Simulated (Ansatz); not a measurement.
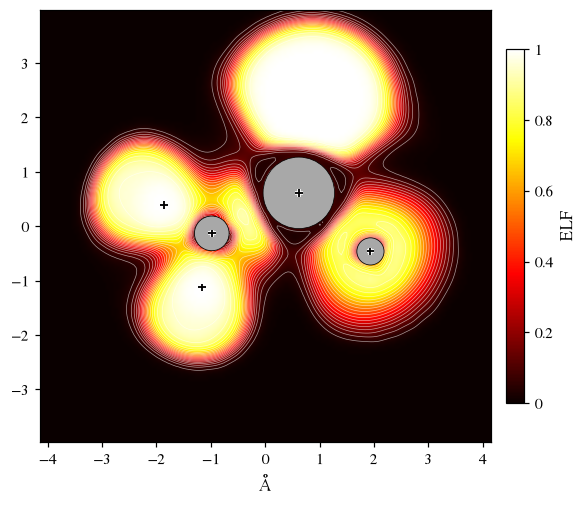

The electron localisation function on a plane through atoms (crosses mark nuclei in the plane; grey discs cover the cores).

These are results of Ansatz, RKS B3LYP/def2-SVP, not measurements.

Candidates:
A. ClGaH3NO
B. AlFH3N···HCl

Which candidate gave the map?

Candidate B: AlFH3N···HCl on the plane of atoms N3, Al1 and F6, which holds Al, N, H and F. Al–F (1.70 Å): the ELF peaks at about 0.85 in the valence shell of F, 0.6 Å from its nucleus, and is about 0.30 at the midpoint. Al–N (1.77 Å): the ELF peaks at about 0.90 in the valence shell of N, 0.7 Å from its nucleus, and is about 0.60 at the midpoint.
